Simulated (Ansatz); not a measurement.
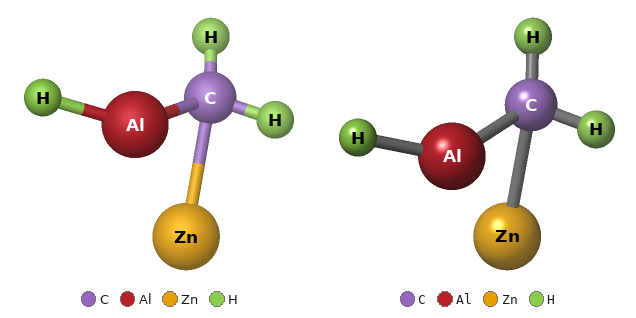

The same structure drawn twice, from different directions.

The geometry was computed by an optimisation with PBE0-D4/def2-TZVP.

> What is the molecular formula?

CH3AlZn, 6 atoms: 1 carbon, 3 hydrogen, 1 aluminium and 1 zinc.

> Count the bonded pairs by element.

2 C–H, 1 C–Al, 1 Al–H, 1 C–Zn. Sticks follow a distance rule.

The parts below concern this one geometry. Atoms keep their numbers from picture to picture.

Symmetry

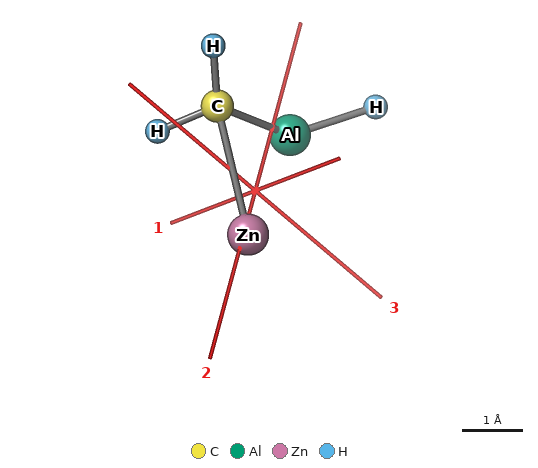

The three principal axes of inertia are drawn and numbered. Atoms fade into the background with distance from the viewer. Masses are those of the most abundant isotopes; constants are for the rigid equilibrium geometry.

> Which line is the a axis (least moment of inertia), which b and which c?

a is line 2, b is line 3, c is line 1; the moments are 37.8, 134, 168 u Å².

> What kind of rotor is it, and what are its rotational constants in GHz?

An asymmetric top (C1): A = 13.4, B = 3.78, C = 3.01 GHz. Ray's parameter κ is −0.85, close to the prolate limit.

Dipole moment

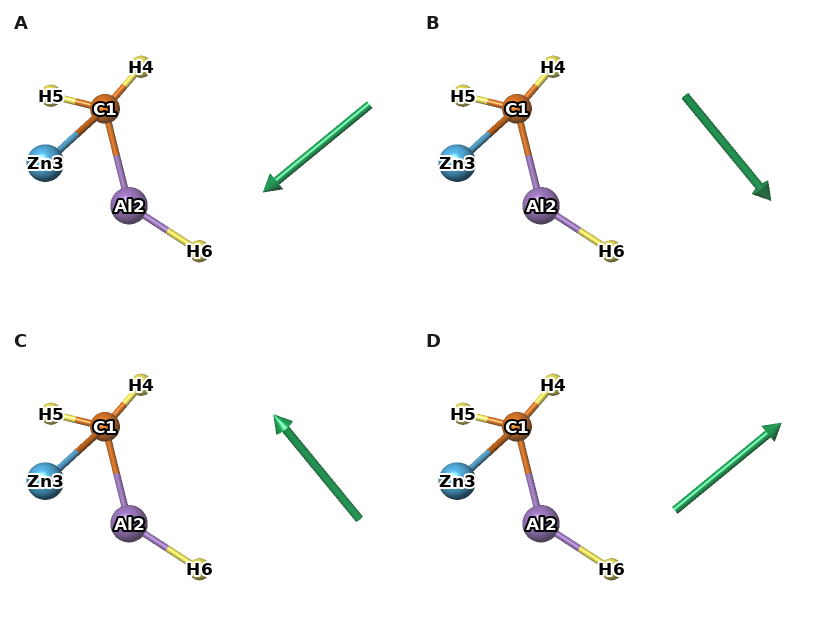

The same molecule four times, each with an arrow. Properties computed with RKS PBE-D4/def2-TZVPP (Ansatz 0.2.0).

> Which arrow points along the dipole moment, from the negative to the positive end?

C. The dipole moment is 0.56 D; it points from the side of H6 to the side of H5 (the outermost atoms at the two ends).

Thermal motion

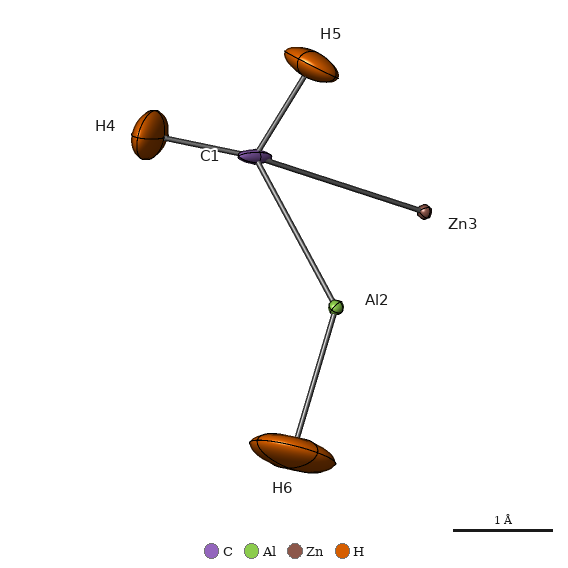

Displacement ellipsoids at the 50 % level, from the internal vibrations of the free molecule (harmonic, no overall translation or rotation; no half-axis is drawn under 0.075 Å). Vibrations computed with RKS PBE0-D4/def2-TZVP (Ansatz 0.2.0). Temperature: 400 K.

> Which atom has the largest mean-square displacement?

H6, with U_eq = 0.0578 Å².

> Does H4 move more along its bond or across it?

Across it: the root-mean-square amplitude is 0.140 Å along the bond and up to 0.321 Å across, since bending and torsion are softer than stretching.

Give the displacement parameters, one line for each set of equivalent atoms.

| atom | U_eq (Å²) | rms amplitudes (Å) |
| --- | --- | --- |
| C1 | 0.0104 | 0.025, 0.046, 0.168 |
| Al2 | 0.0021 | 0.016, 0.044, 0.063 |
| Zn3 | 0.00084 | 0.003, 0.019, 0.046 |
| H4 | 0.0462 | 0.095, 0.163, 0.321 |
| H5 | 0.0273 | 0.088, 0.182, 0.203 |
| H6 | 0.0578 | 0.101, 0.273, 0.298 |

Charges

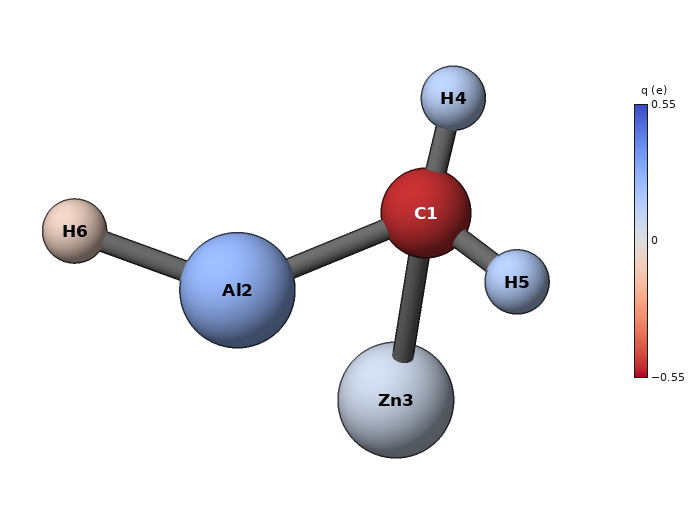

Atoms are coloured by their Mulliken charges. Properties computed with RKS PBE0-D4/def2-TZVP (Ansatz 0.2.0).

List the Mulliken charges.

| atom | value (e) |
| --- | --- |
| C1 | −0.50 |
| Al2 | 0.24 |
| Zn3 | 0.06 |
| H4 | 0.13 |
| H5 | 0.15 |
| H6 | −0.08 |

Mulliken values depend strongly on the basis set and can even reverse the polarity of a bond.
